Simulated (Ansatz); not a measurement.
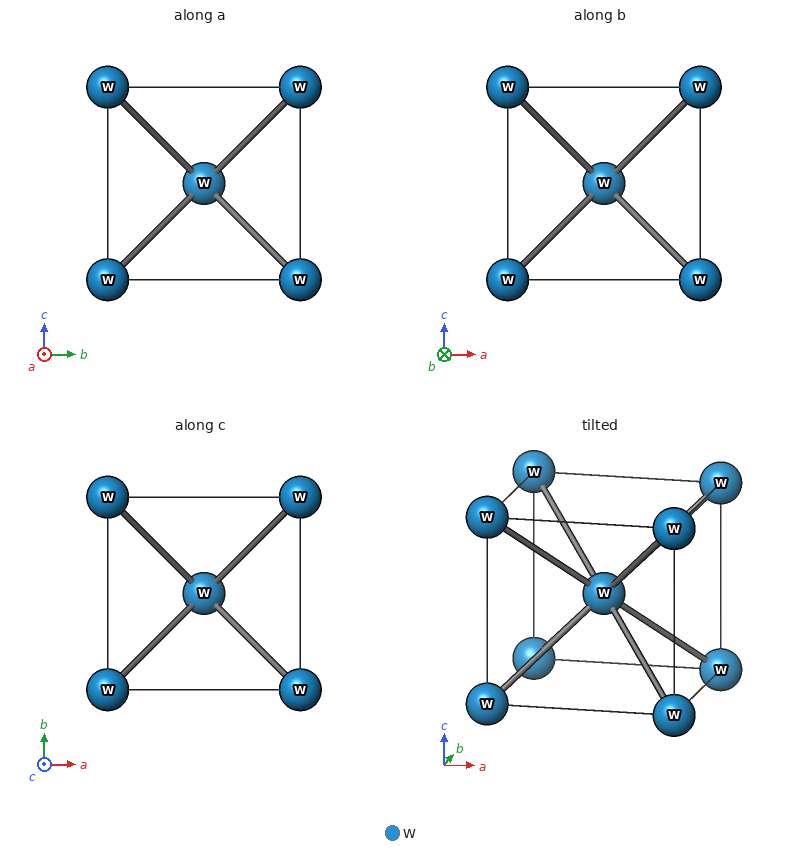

We look at a ball-and-stick model of the crystal along the a axis, along the b axis, along the c axis and slightly off an axis. Atoms at the boundary of the conventional unit cell (the box) are drawn once for each face, edge or corner they touch.

Lattice parameters: a = 3.1833 Å, b = 3.1833 Å, c = 3.1833 Å, α = 90.000°, β = 90.000°, γ = 90.000°.

Write down what is shown as a CIF with its space group and independent sites.

Answer.
```cif
data_structure
_symmetry_space_group_name_H-M 'I m -3 m'
_symmetry_Int_Tables_number 229
_cell_length_a 3.1833
_cell_length_b 3.1833
_cell_length_c 3.1833
_cell_angle_alpha 90.000
_cell_angle_beta 90.000
_cell_angle_gamma 90.000
_cell_volume 32.26
loop_
_atom_site_label
_atom_site_type_symbol
_atom_site_symmetry_multiplicity
_atom_site_Wyckoff_symbol
_atom_site_fract_x
_atom_site_fract_y
_atom_site_fract_z
_atom_site_occupancy
W1 W 2 a 0.0000 0.0000 0.0000 1
```

The model was built from the standard structure of this element. Earlier steps of the study may have refined or changed the cell and positions. It went into a calculation with Ansatz.
